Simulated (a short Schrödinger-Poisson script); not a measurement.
Structure: gated Al0.3Ga0.7N/GaN polarisation-induced gas, at 300 K.

| layer | material | thickness (nm) | Na (cm⁻³) |
|---|---|---|---|
| 1 | Al0.3Ga0.7N | 10 | - |
| 2 | GaN | 6000 | 8e14 |

The device is made up for the run: typed textbook-type constants, with dimensions and the other settings drawn at random. Al0.3Ga0.7N: permittivity 9.32, conduction-band edge (eV) 0.414, gap (eV) 4.021, electron mass (mₑ) 0.236, Nv at 300 K (cm⁻³) 4.6e19. GaN: permittivity 9.5, conduction-band edge (eV) 0, gap (eV) 3.43, Nv at 300 K (cm⁻³) 4.6e19.

Channel valleys (confinement mass, in-plane density-of-states mass, number): Γ 0.2, 0.2, 1. At the gate the conduction-band edge of layer 1 lies 1.23 eV − eVg above the Fermi level of the channel; the field vanishes at the back. Sheet of polarisation charge: +1.5e13 e/cm² at 10 nm from the gate. The barrier under the gate holds no holes. Gaps are held at their typed values at every temperature. Mesh 0.08 nm at interfaces.

From a short Schrödinger-Poisson script (our own, NumPy): 1D Poisson equation in equilibrium, electrons quantum, Hartree (BenDaniel-Duke, 40 states a valley, the channel's in-plane mass for all, wave functions free to enter the barrier), parabolic valleys, classical holes, full ionisation, no traps, pinning or gate leakage.

Only gate voltages with over 1e8 electrons/cm² are shown.

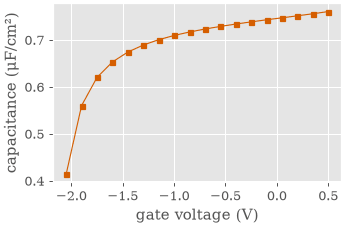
Figure. Quasi-static capacitance against gate voltage

```csv
Vg (V),electrons (cm⁻²),in the channel layer,C (μF/cm²),Γ E0 (meV),Γ E1 (meV)
0.5,1.13e13,1.03e13,0.761,-117.1,9.8
0.2,9.91e12,9.19e12,0.752,-102.4,15.2
-0.1,8.51e12,8.00e12,0.743,-87.5,20.6
-0.4,7.13e12,6.78e12,0.734,-72.2,26.1
-0.7,5.76e12,5.54e12,0.724,-56.4,31.9
-1,4.42e12,4.29e12,0.710,-39.7,38.1
-1.3,3.11e12,3.05e12,0.689,-21.2,45.4
-1.6,1.85e12,1.82e12,0.653,1.3,55.3
-1.9,6.94e11,6.91e11,0.561,36.2,74.4
```

Subbands count from the Fermi level.
